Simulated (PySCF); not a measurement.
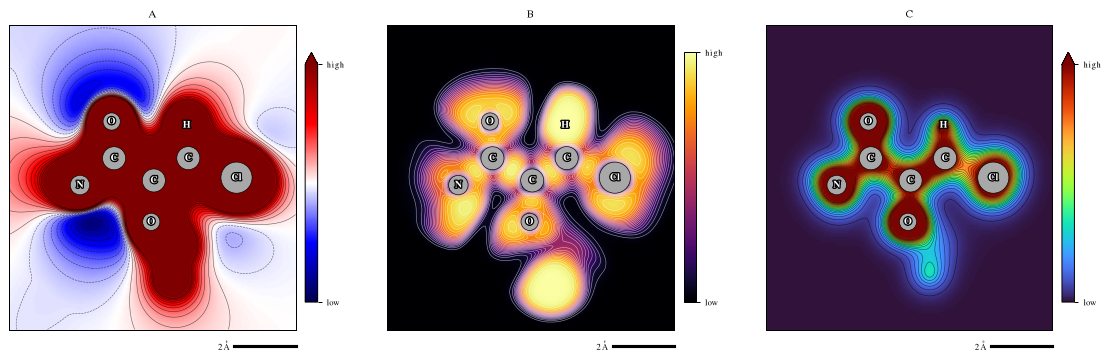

C5H6ClNO2 (SMILES C=CO/C(=C\Cl)C(N)=O): 3 fields on the plane of atoms C5, C4 and C7, with unlabelled colour scales. Grey discs cover the atomic cores.

Geometry: GFN2-xTB.

Theory: PySCF 2.14.0, CAM-B3LYP/pcSseg-1, SCF density, gas phase, non-relativistic.

Q: Which field does each panel show? The fields are: electron density, electron localisation function and electrostatic potential.

A: Panel A: electrostatic potential (strongly positive close to the atoms, with negative regions outside electron-rich atoms). Panel B: electron localisation function. Panel C: electron density. From the grid: C–O (1.21 Å): ρ at the midpoint is about 3.3 e/Å³; the ELF peaks at about 0.85 between the atoms: a multiple bond. C–C (1.34 Å): ρ at the midpoint is about 2.3 e/Å³; the ELF peaks at about 0.95 between the atoms; a multiple bond.
